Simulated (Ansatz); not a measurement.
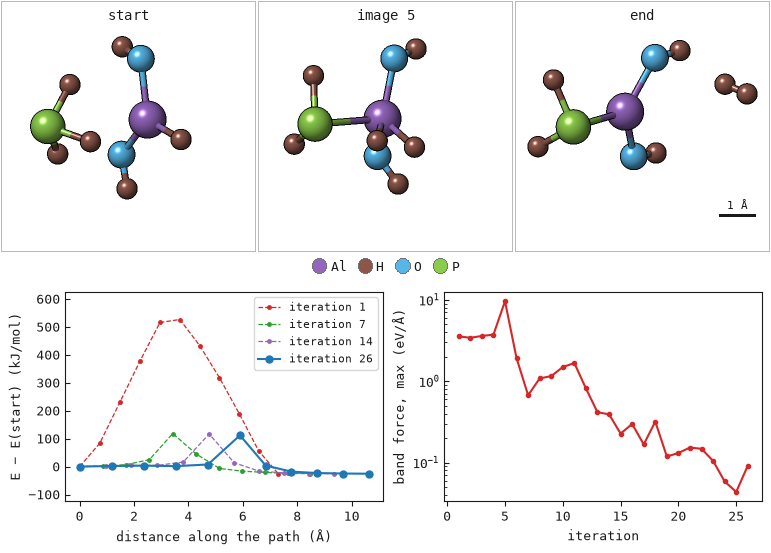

A search for the minimum-energy path of AlPH$_{6}$O$_{2}$, made up at the start of AlH3O2 and PH3 by the nudged elastic band. Images are numbered from 0 (start) to 10 (end). The plot follows the band through its iterations. Style: ball-and-stick. Shown from a free direction.

Theory: RKS PBE/6-31G* (Ansatz 0.2.0). Settings: 9 movable images; climbing image; force threshold 0.03 eV/Å; iteration limit 26; starting path by straight interpolation.

Q: Judge this run.

A: The result isn't final. The band hadn't converged when the run stopped after 26 iterations. The largest component of the band force went from 3.6 to 0.092 eV/Å. The barrier read from it is provisional, though the highest image hardly moved in the last two iterations. The straight starting path can push atoms close together and costs iterations. The first iteration put the highest image at 526.5 kJ/mol. Forward barrier 112.0 kJ/mol, backward barrier 137.5 kJ/mol, with image 5 at the top; the reaction energy is −25.5 kJ/mol.

Limits of the set-up: the start holds two separate molecules, 2.7 Å apart at their closest, whose relative position is a soft coordinate and is computed without a dispersion correction.

The run took 17 min on 1 thread of Arm Neoverse N1, with other jobs on the host, peak memory 0.12 GiB.
